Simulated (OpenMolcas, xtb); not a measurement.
## How methods differ on GeSiH6O (SMILES [SiH3][O][GeH3])

GeSiH6O has 9 atoms, charge 0, and is taken as a singlet. SMILES: `[SiH3][O][GeH3]`. The coordinates come from a PBE0-D4/def2-TZVP relaxation.

Each level gives the dipole moment (D). The values are calculated.

```
          level            kind     program  value (D)   CPU time
       GFN1-xTB  semi-empirical         xtb       1.53  under 2 s
    HF/def2-SVP    Hartree–Fock  OpenMolcas       1.43       12 s
 SVWN5/def2-SVP             LDA  OpenMolcas       1.26       29 s
  BLYP/def2-SVP             GGA  OpenMolcas       1.23       36 s
r2SCAN/def2-SVP        meta-GGA  OpenMolcas       1.29       46 s
 B3LYP/def2-SVP   global hybrid  OpenMolcas       1.29       39 s
```

All-electron rows without a relativistic Hamiltonian named are non-relativistic. The values span 1.23 to 1.53 D. Magnitudes only. Times are those of the runs behind each value, whatever else they computed, on shared processors of several kinds: orders of magnitude only.

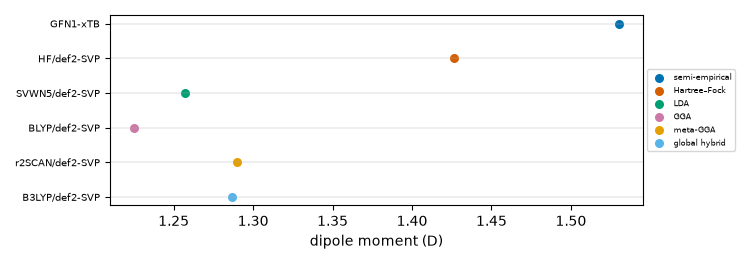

The values of the table, level by level.
